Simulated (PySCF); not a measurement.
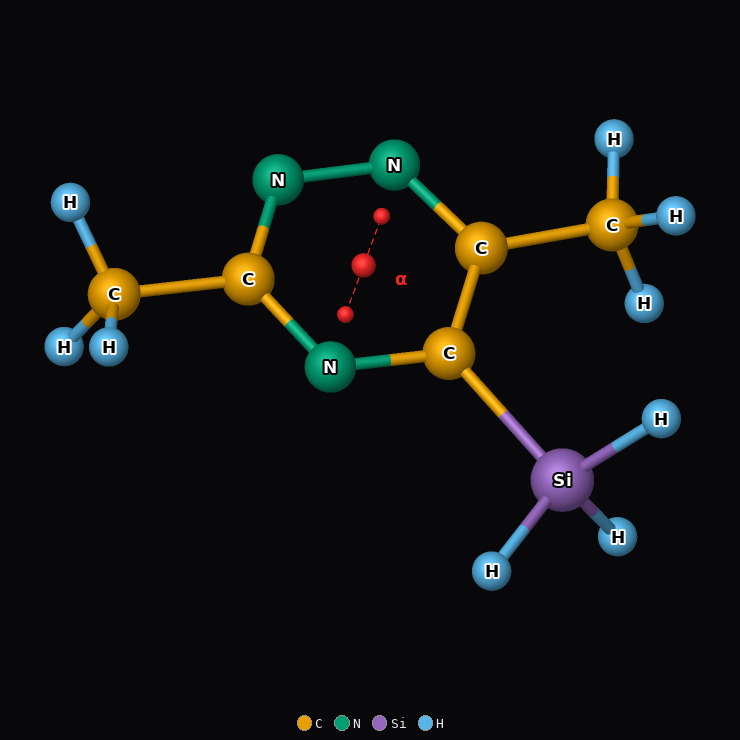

The small points mark where nucleus-independent chemical shifts (NICS) were computed: at the centre of each lettered ring and 1 Å above and below it. Computed geometry: GFN2-xTB optimisation. No frequency run is at hand to confirm it as a minimum. Method: GIAO PBE0/pcSseg-1 NMR shielding, non-relativistic, gas phase (PySCF 2.14.0).

Give NICS(0), NICS(1) and the out-of-plane component NICS(1)zz for each ring (means of the two sides).

```csv
ring,members,NICS(0),NICS(1),NICS(1)zz
α,C3N3,−3.0,−10.7,−25.2
```

Values in ppm.

Question. What do the values say about the ring currents?

Answer. Ring α: diatropic, as in an aromatic ring. NICS is one index among several.

The geometry is semi-empirical. Around Si such bond lengths and angles can be off by a tenth of an ångström or more and by several degrees, and values that hang on the shape move with them.
